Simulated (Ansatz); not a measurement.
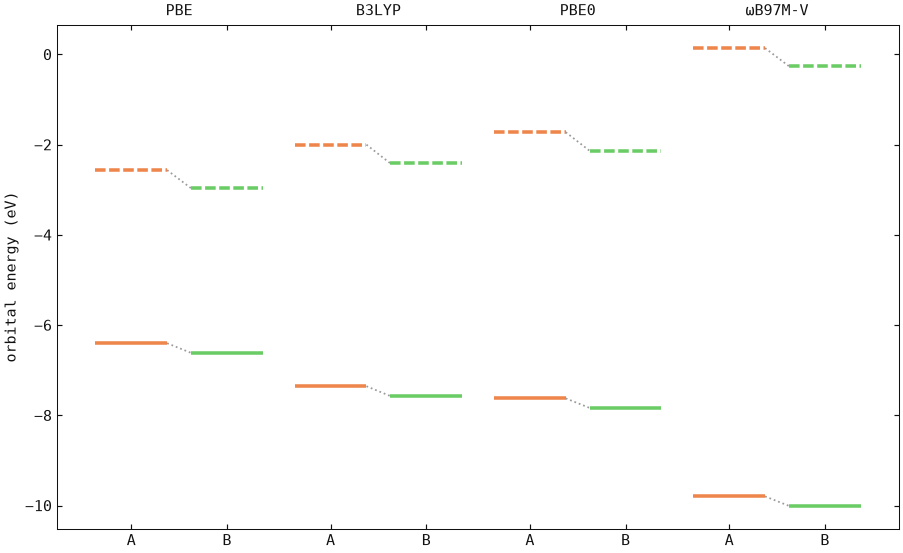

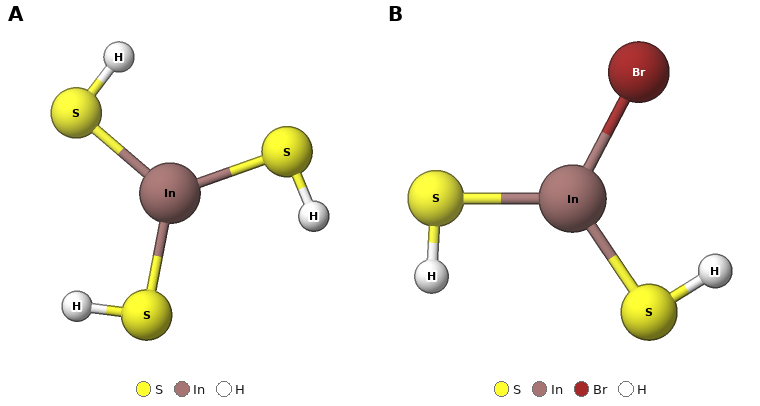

One change: A, InH₃S₃ (SMILES [SH][In]([SH])[SH]), becomes B, InH₂S₂Br (SMILES [SH][In]([SH])[Br]). SH on In is replaced by Br. HOMO (solid) and LUMO (dashed) computed in def2-TZVPP at PBE0-D4/def2-TZVP geometries, both minima by their frequencies, gas phase, the Ansatz code. Empty levels above zero depend strongly on the basis.

Question: What does the change do to HOMO and LUMO?

Answer: PBE: the HOMO falls by 0.21 eV, the LUMO falls by 0.40 eV, and the separation goes from 3.84 to 3.65 eV. B3LYP: the HOMO falls by 0.22 eV, the LUMO falls by 0.41 eV, and the separation goes from 5.35 to 5.16 eV. PBE0: the HOMO falls by 0.21 eV, the LUMO falls by 0.41 eV, and the separation goes from 5.90 to 5.70 eV. ωB97M-V: the HOMO falls by 0.21 eV, the LUMO falls by 0.40 eV, and the separation goes from 9.94 to 9.75 eV.

Question: Do the functionals agree on the effect?

Answer: They agree on the direction for both levels; the HOMO shift lies between −0.22 and −0.21 eV and the LUMO shift between −0.41 and −0.40 eV, while the separations themselves differ by up to 6.1 eV between functionals.

Note: core potentials past krypton; spin-orbit coupling is left out, and with In it can shift these values.
